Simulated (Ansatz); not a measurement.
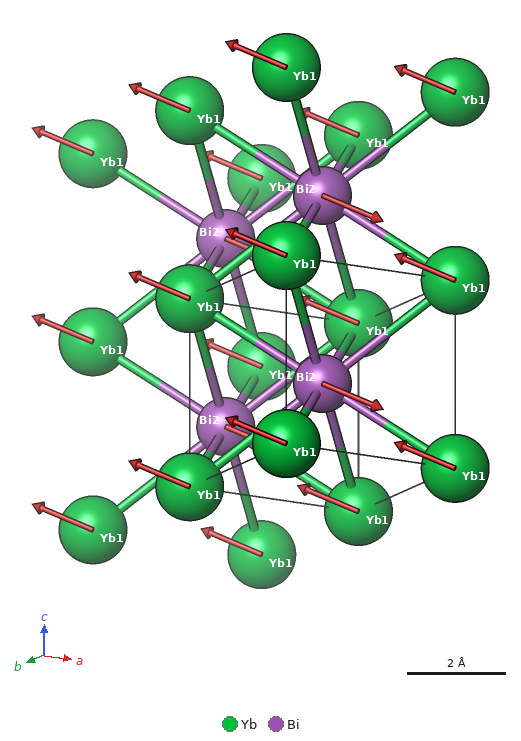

A crystal of YbBi (built on the CsCl type). The red arrows show how the atoms are displaced (without the part that the change of the cell carries along), magnified 50 times. Besides, the cell is strained by +1.4 % roughly along [1 0 3], +0.3 % along [1 −2 0], −1.9 % roughly along [2 1 −1] (volume −0.3 %). A ball-and-stick model of the cell of the calculation, repeated 1 × 2 × 2 with one cell outlined, seen from a free direction.

Theory: Ansatz 0.2.0, DFT PBE+U, scalar-relativistic, plane waves, PAW. Set-up: plane-wave cutoff 420 eV; k-point mesh 8 × 8 × 8; occupations gaussian; smearing width 0.05 eV; U Yb 6.0 eV; collinear spin.

How are the atoms displaced, and what does the calculation give?

Atoms are displaced by 0.03 Å relative to the cell: Bi2 0.03 Å along [3 −3 −2], Yb1 0.03 Å along [−3 3 2]. No relaxation follows. The energy rises by 3.1 meV per atom. Pressure: 0.0 GPa before, 0.1 GPa after. The principal stresses (compression positive) are 0.6 GPa roughly along [3 1 −1], −0.1 GPa along [−1 3 −1], −0.2 GPa roughly along [0 1 3]. The largest forces, 0.12 eV/Å, act on Yb1 and Bi2; on Bi2 it points along [−1 1 1]. Some distances before and after: Bi–Yb 3.445 → 3.384 to 3.508 Å. The space group (tolerance 0.01 Å) goes from Pm-3m (No. 221) to P1 (No. 1).
